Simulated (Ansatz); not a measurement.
# [BH3]− (SMILES [BH3-]): UCCSDT/3-21G

What is the energy change on altering one bond length of [BH3]− at UCCSDT/3-21G? 

Program for the calculation: Ansatz 0.2.0.

2 further runs of the same task are left out: 2 set aside as unsound or not needed.

### Step 1. The molecule

[BH3]−: 4 atoms, total charge -1, spin state doublet. SMILES: `[BH3-]`. Geometry: relaxed at GFN2-xTB.

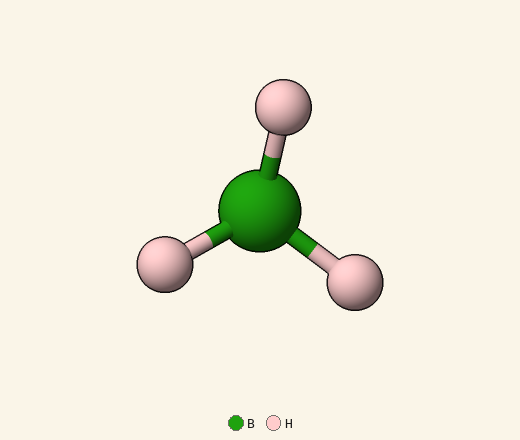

Viewed from a chosen angle; boron green, hydrogen pink.

### Step 2. A single-point energy at UCCSDT/3-21G

The input, run.yaml:

```yaml
crystal:
  periodic: [false, false, false]
  atoms:
    - {symbol: B, position_ang: [0.150430, -0.037330, -0.233800]}
    - {symbol: H, position_ang: [0.917080, 0.452560, 0.628490]}
    - {symbol: H, position_ang: [-0.279230, -1.161080, 0.118390]}
    - {symbol: H, position_ang: [-0.788270, 0.745860, -0.513080]}
basis:
  gaussian:
    orbitals: 3-21G.json
total_charge: -1
magnetization:
  spin_polarized: true
  initial_magnetization: 1
correlation:
  method: ccsdt
  frozen_orbitals: {B: 1, H: 0}
accuracy: high
scf:
  omitted_lower_state_checks: [cluster_reference, increment]
```

The basis set 3-21G is read from a file made from the Basis Set Exchange's data (not shown).

On the command line:

```sh
$ ansatz run run.yaml --threads 1 --pin off --max-ram 2610MiB --events-out events.jsonl --progress --plain --runs-dir runs
```

The log of the run (excerpt; [...] marks lines left out):

```text
Warning: RAYON_NUM_THREADS=1 ignored (pool sized by the plan → 1); use --threads N
Functional definition: HF
  name "HF"
[...]
294 factors; integrals over basis functions are off by at most 2.6e-9 eV
[...]
mean field -712.50993589 eV, -26.1842571873 hartree, gradient 1.6e-8 eV, S^2 0.758952; 0 other end points of the search recorded, 0 dependent functions left out
1 core orbitals not correlated: weight in the atoms' cores, before any rotation towards them, 1.000 or more for the frozen orbitals, at most 0.000 for the correlated occupied ones
reference -712.50993589 eV, -26.1842571873 hartree; 4, 3 occupied and 10, 11 virtual orbitals, 294 factors
second order -1.63068049 eV of doubles, -0.00000000 eV of singles
cycle   1  -1.96826563 eV  change   -3.4e-1 eV  update   4.6e-2
[...]
cycle  20  -2.16579622 eV  change   9.1e-11 eV  update  1.6e-10
Total energy: -714.67573210 eV, -26.2638487302 hartree
Checks for a lower state left out: cluster_reference, increment
```

Run time: 0.48 s. Hardware: 1 thread of Arm Neoverse V1, shared host.

### Step 3. The distorted shape, same level

The input, molecule.yaml:

```yaml
crystal:
  periodic: [false, false, false]
  atoms:
    - {symbol: B, position_ang: [0.257854, 0.243631, -0.321855]}
    - {symbol: H, position_ang: [1.024504, 0.733521, 0.540435]}
    - {symbol: H, position_ang: [-0.279230, -1.161080, 0.118390]}
    - {symbol: H, position_ang: [-0.680846, 1.026821, -0.601135]}
basis:
  gaussian: {orbitals: 3-21G.json}
total_charge: -1
magnetization: {spin_polarized: true, initial_magnetization: 1}
correlation: {method: ccsdt, frozen_orbitals: {B: 1, H: 0}}
accuracy: high
scf: {omitted_lower_state_checks: [cluster_reference, increment]}
```

The basis set 3-21G is read from a file made from the Basis Set Exchange's data (not shown).

On the command line:

```sh
$ ansatz run molecule.yaml --threads 1 --pin off --max-ram 2610MiB --events-out events.jsonl --progress --plain --runs-dir runs
```

The log of the run (excerpt; [...] marks lines left out):

```text
Warning: RAYON_NUM_THREADS=1 ignored (pool sized by the plan → 1); use --threads N
[... 2 set-up lines as earlier in the session ...]
[...]
294 factors; integrals over basis functions are off by at most 2.6e-9 eV
[...]
mean field -711.88420194 eV, -26.1612618888 hartree, gradient 5.7e-8 eV, S^2 0.763651; 0 other end points of the search recorded, 0 dependent functions left out
1 core orbitals not correlated: weight in the atoms' cores, before any rotation towards them, 1.000 or more for the frozen orbitals, at most 0.000 for the correlated occupied ones
reference -711.88420194 eV, -26.1612618888 hartree; 4, 3 occupied and 10, 11 virtual orbitals, 294 factors
second order -1.63736584 eV of doubles, -0.00000000 eV of singles
cycle   1  -1.99097725 eV  change   -3.5e-1 eV  update   5.4e-2
[...]
cycle  23  -2.23861543 eV  change   1.9e-10 eV  update  3.2e-10
Total energy: -714.12281737 eV, -26.2435294884 hartree
Checks for a lower state left out: cluster_reference, increment
```

It took 0.5 s on 1 thread of Arm Neoverse V1, shared host.

### Step 4. What came out

At UCCSDT/3-21G, 1 core orbital frozen:

```
                                                         quantity         value
                                        first shape: total energy  -26.26385 Eh
          first shape: correlation energy (1 core orbital frozen)     -79.6 mEh
                   first shape: ⟨S²⟩ of the reference determinant         0.759
                                       first shape: T1 diagnostic         0.008
                                    distorted shape: total energy  -26.24353 Eh
      distorted shape: correlation energy (1 core orbital frozen)     -82.3 mEh
               distorted shape: ⟨S²⟩ of the reference determinant         0.764
                                   distorted shape: T1 diagnostic         0.012
energy change with the B1–H3 bond stretched from 1.254 to 1.567 Å      0.553 eV
```

In words: With the B1–H3 bond stretched from 1.254 to 1.567 Å the energy rises by 0.55 eV (12.8 kcal/mol). The first shape isn't relaxed at this level, so the change isn't measured from a minimum.
